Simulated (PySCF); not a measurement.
## Electronic structure of F$_{3}$OW (W(O)(F)3) (doublet) in real space

The calculation's input:

```
mol = gto.M(atom='''
W     -0.04820     0.09030    -0.04424
O      0.68971     1.17315     1.05927
F     -0.79398    -1.17608     1.10268
F      0.69426    -1.16145    -1.25701
F     -0.68427     1.25805    -1.35138''',
    basis={'W': 'def2-SVP', 'O': 'def2-SVP', 'F': 'def2-SVP'},
    ecp={'W': 'def2-SVP'},
    charge=0, spin=1)
mf = dft.UKS(mol, xc='B88,P86')
mf.grids.atom_grid = (75, 302)  # f atoms: at least (60, 302), unpruned
mf = mf.density_fit()  # W def2-universal-JKFIT, O def2-universal-JKFIT, F def2-universal-JKFIT
mf.conv_tol = 1e-09; mf.max_cycle = 55
mf.kernel(dm0)
```

Run with:

```sh
OMP_NUM_THREADS=2 python run.py
```

Core potentials replace the inner electrons of W.

Computed with UKS BP86, W def2-SVP with ECP60, O def2-SVP, F def2-SVP; non-relativistic Hamiltonian with scalar-relativistic core potentials where named; density fitting (PySCF 2.14.0).

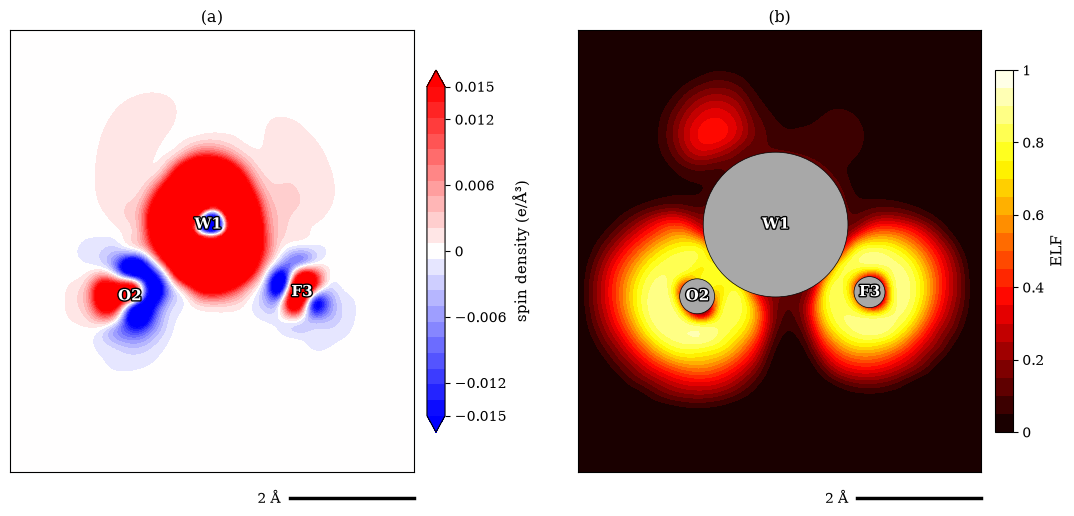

Figure 1. (a) spin density; (b) ELF on the plane of atoms O2, W1 and F3. Grey discs cover the atomic cores in the ELF map.

> What do the fields say about this system?

The section cuts through W, O and F sites.
W–O (1.71 Å): the ELF peaks at about 0.80 in the valence shell of O, 0.5 Å from its nucleus, and drops to about 0.40 between the two atoms.
W–F (1.86 Å): the ELF peaks at about 0.80 in the valence shell of F, 0.5 Å from its nucleus, and drops to about 0.25 between the two atoms.
The unpaired spin (1 electron) lies mostly on W1 (about 0.8), in electrons by Hirshfeld's partition.

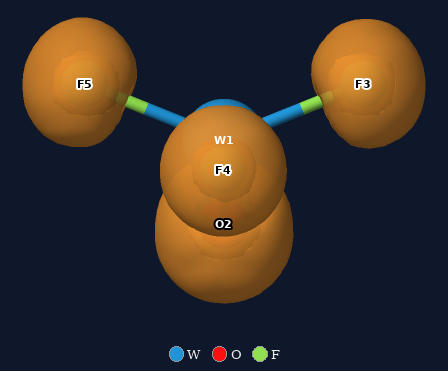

Figure 2. Isosurface of the ELF at 0.75 (orange), seen from one side. Core shells and regions of very low density are left out.

> Identify the bonds, lone pairs and shells in this picture.

At this value the surface marks out three regions wrapped around F (the valence shell of each) and one region wrapped around O (its valence shell).

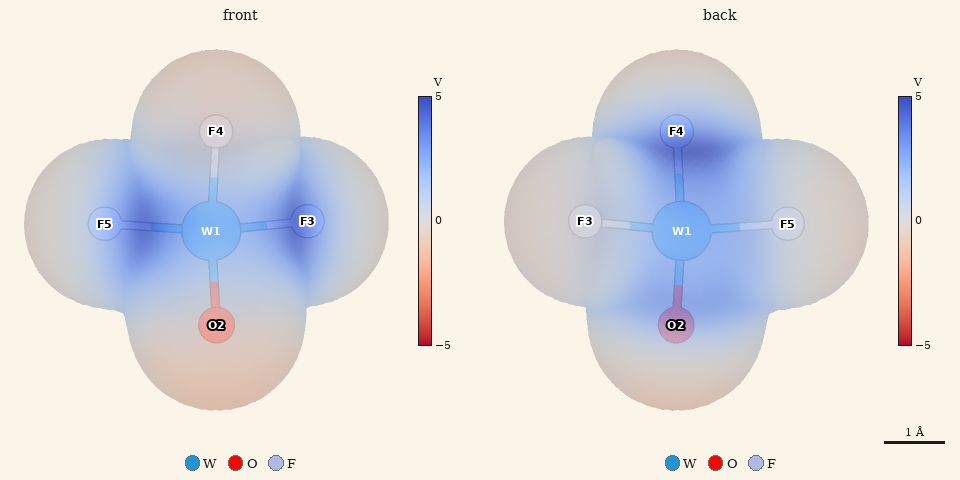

Figure 3. The electrostatic potential painted on the density surface at 0.004 e/bohr³, seen from the front and from behind; red is negative and blue positive.

> Describe the electrostatic potential map.

The most negative region (about −1.0 V, or −23 kcal/mol for a unit charge) lies over O2, the most positive (about +4.5 V, or +104 kcal/mol for a unit charge) over W1.

> What dipole moment does the calculation give?

Its dipole moment is 0.72 D.
